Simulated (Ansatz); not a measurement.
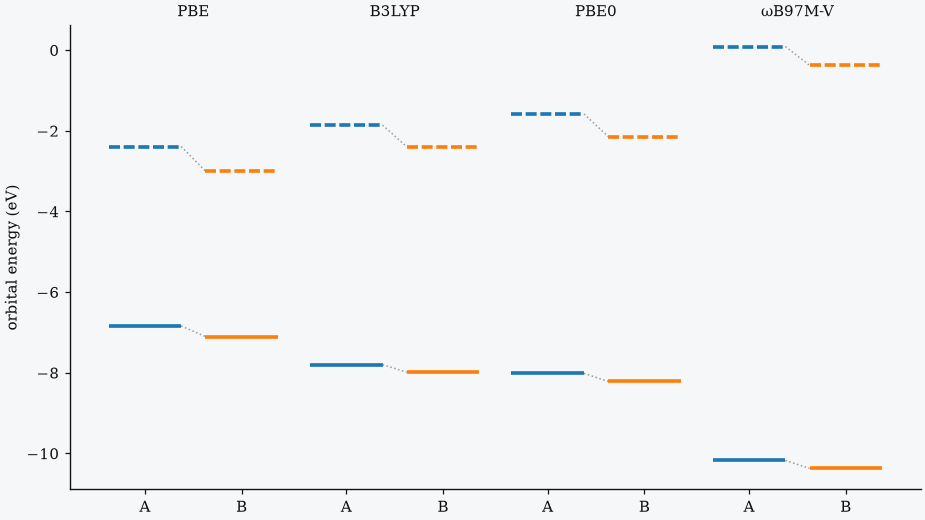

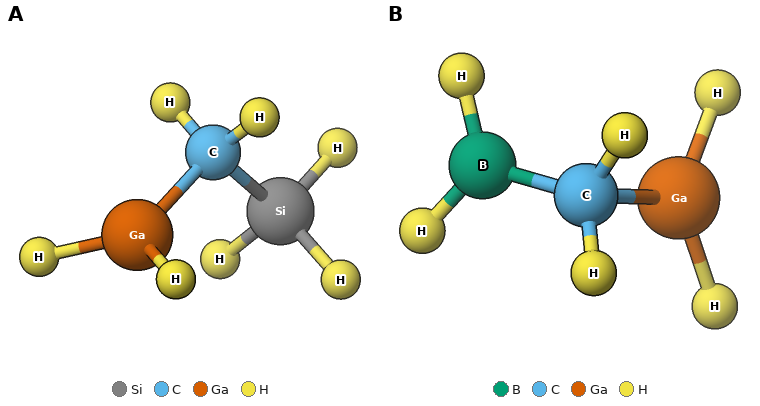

One change: A, CH₇GaSi (SMILES [SiH3][CH2][GaH2]), becomes B, CH₆BGa (SMILES B[CH2][GaH2]). SiH₃ on C is replaced by BH₂. HOMO (solid) and LUMO (dashed) computed in def2-TZVPP at PBE0-D4/def2-TZVP geometries, both minima by their frequencies, gas phase, the Ansatz code 0.2.0. Empty levels above zero depend strongly on the basis.

### What does the change do to HOMO and LUMO?

PBE: the HOMO falls by 0.26 eV, the LUMO falls by 0.61 eV, and the separation goes from 4.45 to 4.10 eV. B3LYP: the HOMO falls by 0.19 eV, the LUMO falls by 0.54 eV, and the separation goes from 5.94 to 5.59 eV. PBE0: the HOMO falls by 0.20 eV, the LUMO falls by 0.56 eV, and the separation goes from 6.43 to 6.07 eV. ωB97M-V: the HOMO falls by 0.20 eV, the LUMO falls by 0.47 eV, and the separation goes from 10.26 to 9.99 eV.

### Do the functionals agree on the effect?

They agree on the direction for both levels; the HOMO shift lies between −0.26 and −0.19 eV and the LUMO shift between −0.61 and −0.47 eV, while the separations themselves differ by up to 5.9 eV between functionals.
